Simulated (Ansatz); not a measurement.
**Geometry relaxation of BPH$_{5}$F (part 2 of 2)**

The same run, continued: BPH$_{5}$F; RKS PBE-D4/def2-SVP (Ansatz 0.2.0). The input holds or restrains some coordinates. It belongs to a series of runs on one base structure; here: pulled along the bonds that form and break, towards end B.

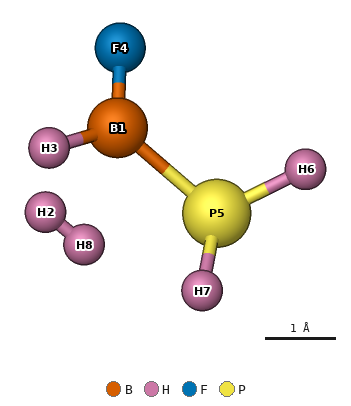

The geometry at step 5 of the log (ball-and-stick view, seen at a tilt; atoms are numbered from 1 in the order of the input).

Output, continued:
```
Atom 6 at     1.386284    -2.800992    -0.081151 Å, force    -0.067265     0.109965     0.032689 eV/Å
Atom 7 at    -0.137380    -0.193300     2.101695 Å, force    -0.049067    -1.638256     0.563752 eV/Å
Dipole moment:     0.093134    -0.051906    -0.049150 e Å
```

Trajectory as extended XYZ (Å, eV, eV/Å), 9 frames, from step=1 to step=9:
```
8
Properties=species:S:1:pos:R:3:forces:R:3 step=1 energy=-12746.91387
B     0.0000    0.0000    0.0000    0.9842  -3.2325   1.0794
H     0.0000    0.0000    1.5400    0.0079   3.6811  -1.1005
H     1.0305    0.0000   -0.5950    0.7483   1.3079   0.1371
F    -1.1431    0.0000   -0.6600   -1.4745   1.2445  -0.0142
P     0.0924   -2.0952    0.6969    0.3812  -0.9561  -0.3544
H    -0.6759   -2.9172   -0.1694    0.0179  -0.4261   0.0159
H     1.4420   -2.5368    0.6936    0.0823  -0.3346  -0.3650
H     0.0385   -0.8732    1.6712   -0.7473  -1.2843   0.6018
8
Properties=species:S:1:pos:R:3:forces:R:3 step=2 energy=-12747.05226
B     0.0123   -0.1121   -0.1070   -0.2549  -4.5461   0.3441
H     0.0010    0.0302    1.7050    0.0931   3.5459  -0.2789
H     1.0490    0.0139   -0.6094    1.2700   1.8481  -0.2034
F    -1.1678    0.0136   -0.6740   -0.7138   1.4008   0.2095
P     0.1055   -2.1573    0.5688   -0.0879   1.8106   2.1130
H    -0.6881   -2.9403   -0.1880   -0.4863  -1.5724  -1.5958
H     1.4499   -2.5460    0.6861    0.4718  -0.5594  -0.7844
H     0.0225   -0.7245    1.7959   -0.2919  -1.9275   0.1959
8
Properties=species:S:1:pos:R:3:forces:R:3 step=3 energy=-12747.75085
B     0.0158   -0.2693   -0.2224   -0.3392  -4.5622  -0.4430
H     0.0003    0.0889    1.8434    0.0430   4.4202   0.1896
H     1.0684    0.0447   -0.6142    0.8941   1.6956   0.0832
F    -1.1808    0.0358   -0.6734   -0.2793   1.0596   0.2096
P     0.1092   -2.2007    0.4662    0.5706   3.1235   2.2528
H    -0.6985   -2.9705   -0.2237   -1.1270  -2.1886  -2.1368
H     1.4575   -2.5545    0.6711    0.2674  -0.5283  -0.7868
H     0.0125   -0.5969    1.9303   -0.0296  -3.0198   0.6315
8
Properties=species:S:1:pos:R:3:forces:R:3 step=4 energy=-12748.63578
B     0.0154   -0.4340   -0.3263    0.2586  -1.7709  -0.5897
H     0.0005    0.1859    1.9340    0.0064   3.5990  -0.1992
H     1.0799    0.0836   -0.5943   -0.1747   0.7093   0.3119
F    -1.1816    0.0545   -0.6598    0.2833   0.1815   0.1112
P     0.1245   -2.2265    0.3752    0.1400   2.4780   1.5358
H    -0.7254   -3.0263   -0.2783   -0.7157  -1.7757  -1.2699
H     1.4634   -2.5678    0.6495    0.1991  -0.5941  -0.7401
H     0.0078   -0.4918    2.0772    0.0030  -2.8272   0.8401
8
Properties=species:S:1:pos:R:3:forces:R:3 step=5 energy=-12749.25518
B     0.0350   -0.4964   -0.3707    0.5734  -0.5618  -0.2971
H     0.0138    0.2810    1.9102    0.0500   1.3232  -0.1497
H     1.0618    0.1562   -0.5164   -0.2095   0.0950   0.1866
F    -1.1422    0.0389   -0.6658   -0.2569   0.1737  -0.1896
P     0.0882   -2.2297    0.3920   -0.4158   0.0289   0.6989
H    -0.7232   -3.1582   -0.3367    0.5366  -0.0212  -0.1806
H     1.4569   -2.6351    0.5284   -0.2421  -0.2423  -0.6727
H    -0.0058   -0.3792    2.2362   -0.0356  -0.7955   0.6040
8
Properties=species:S:1:pos:R:3:forces:R:3 step=6 energy=-12749.49334
B     0.0487   -0.5456   -0.3245    0.2994  -0.1824  -0.0941
H    -0.0036    0.3691    1.9018    0.0315   1.6135  -0.3421
H     1.0532    0.1478   -0.3859   -0.0723  -0.0115   0.0152
F    -1.1147   -0.0125   -0.6769   -0.2541   0.1471  -0.2184
P     0.0718   -2.2677    0.4750   -0.1413  -0.0623   0.7135
H    -0.6803   -3.1426   -0.3480    0.1139  -0.1347  -0.3874
H     1.4260   -2.6756    0.3353    0.0651  -0.1926  -0.4027
H    -0.0167   -0.2953    2.2004   -0.0423  -1.1770   0.7161
8
Properties=species:S:1:pos:R:3:forces:R:3 step=7 energy=-12749.58231
B     0.0433   -0.5926   -0.2219   -0.8348   0.4970  -0.9255
H     0.0066    0.4731    1.9362    0.0631   1.7262  -0.4353
H     1.0393    0.1099   -0.3040   -0.0882  -0.0101   0.0843
F    -1.1110   -0.0893   -0.7567    0.9818  -0.4537   0.5638
P     0.0530   -2.3169    0.6081    0.5287  -0.9562  -0.4978
H    -0.6201   -3.0868   -0.4271    0.0221   0.3089   0.2407
H     1.3954   -2.7161    0.1469   -0.5767   0.2901   0.2729
H    -0.0221   -0.2037    2.1958   -0.0959  -1.4022   0.6968
8
Properties=species:S:1:pos:R:3:forces:R:3 step=8 energy=-12749.61299
B     0.0774   -0.6338   -0.2148    0.2581   0.3856   0.3261
H    -0.0366    0.5299    1.8936    0.1136   1.8197  -0.2785
H     1.0593    0.0951   -0.2523    0.0406  -0.1726  -0.1684
F    -1.0758   -0.0939   -0.5844   -0.3647   0.0533  -0.3375
P     0.0995   -2.3632    0.6034    0.4144  -0.6172  -0.3842
H    -0.6492   -3.0515   -0.4175   -0.0214   0.0339   0.0824
H     1.4029   -2.7358    0.0776   -0.2920   0.0436   0.1561
H    -0.0932   -0.1691    2.0716   -0.1485  -1.5463   0.6040
8
Properties=species:S:1:pos:R:3:forces:R:3 step=9 energy=-12749.63341
B     0.1245   -0.5932   -0.1869    0.0508  -0.1112  -0.3241
H    -0.1285    0.5078    1.9289   -0.0252   1.9370  -0.3104
H     1.0920    0.1373   -0.2488    0.0990   0.0826   0.0263
F    -1.0243   -0.1504   -0.6967   -0.1049   0.1106   0.0344
P     0.2105   -2.3338    0.6082    0.0641  -0.5445  -0.0569
H    -0.7386   -2.9958   -0.2479    0.0325   0.0537   0.0342
H     1.3863   -2.8010   -0.0812   -0.0673   0.1100   0.0327
H    -0.1374   -0.1933    2.1017   -0.0491  -1.6383   0.5638
```

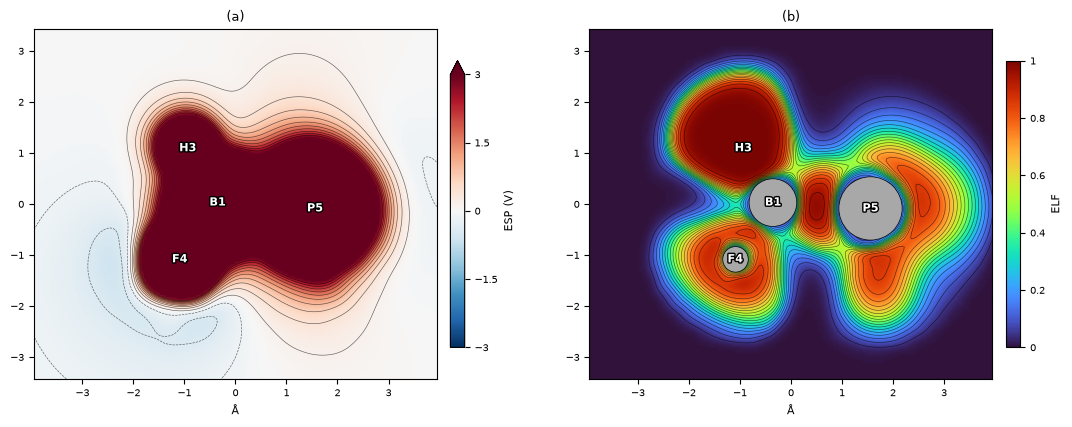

(a) electrostatic potential; (b) ELF on the plane of atoms H3, B1 and F4. Grey discs, where drawn, cover atomic cores. B–H (1.21 Å): the ELF climbs to about 1 towards the hydrogen, as it does in any bond to H; a covalent bond by its length.

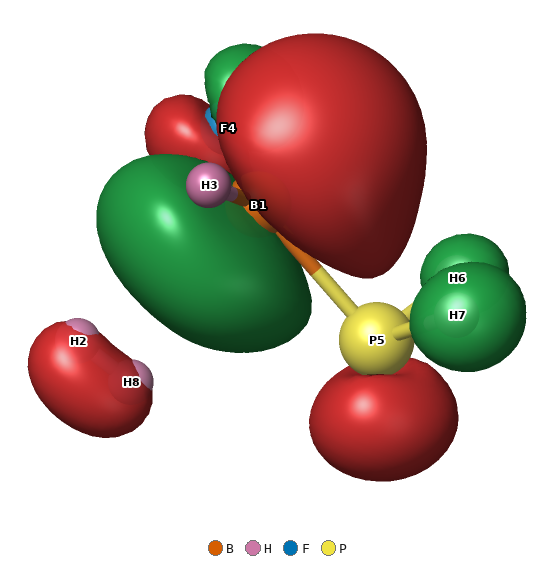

One frontier orbital at ±0.1 Å⁻³ᐟ² (green and red are the two phases), seen face on. The LUMO, at −1.74 eV. By Hirshfeld shares it lies mainly on B1 (55 %), P5 (15 %) and F4 (15 %).

This output came from the following input.

The input:
```yaml
crystal:
  periodic: [false, false, false]
  atoms:
    - { symbol: B, position_ang: [0.0, 0.0, 0.0] }
    - { symbol: H, position_ang: [0.0, 0.0, 1.54] }
    - { symbol: H, position_ang: [1.0305, 0.0, -0.595] }
    - { symbol: F, position_ang: [-1.1431, 0.0, -0.66] }
    - { symbol: P, position_ang: [0.0924, -2.0952, 0.6969] }
    - { symbol: H, position_ang: [-0.6759, -2.9172, -0.1694] }
    - { symbol: H, position_ang: [1.442, -2.5368, 0.6936] }
    - { symbol: H, position_ang: [0.0385, -0.8732, 1.6712] }
basis:
  gaussian: { orbitals: def2-SVP }
hamiltonian:
  xc: pbe
  dispersion: d4
relax:
  f_tol: 0.15
  max_steps: 25
  restrain:
    - { distance: [0, 4], at: 1.91, k: 30.0 }
    - { distance: [7, 1], at: 0.66, k: 30.0 }
    - { distance: [0, 1], at: 2.39, k: 30.0 }
    - { distance: [7, 4], at: 2.62, k: 30.0 }
output:
  orbitals: {}
```

Launch command:
```bash
ansatz run input.yaml --threads 1 --pin off --max-ram 2048MiB --backend cpu --events-out ev --progress --plain --runs-dir out
```

Summary:

- outcome: converged under the restraints of the input
- total energy: −12749.6334 eV
- mean-field energy: −12749.5175 eV
- largest force (length of the vector) at the end, held atoms and coordinates included: 1.962 eV/Å
- hardware: 1 thread of Intel Xeon (Granite Rapids), 32 GiB of memory available, shared host
- wall time: 9.6 s
- peak memory: 0.15 GiB
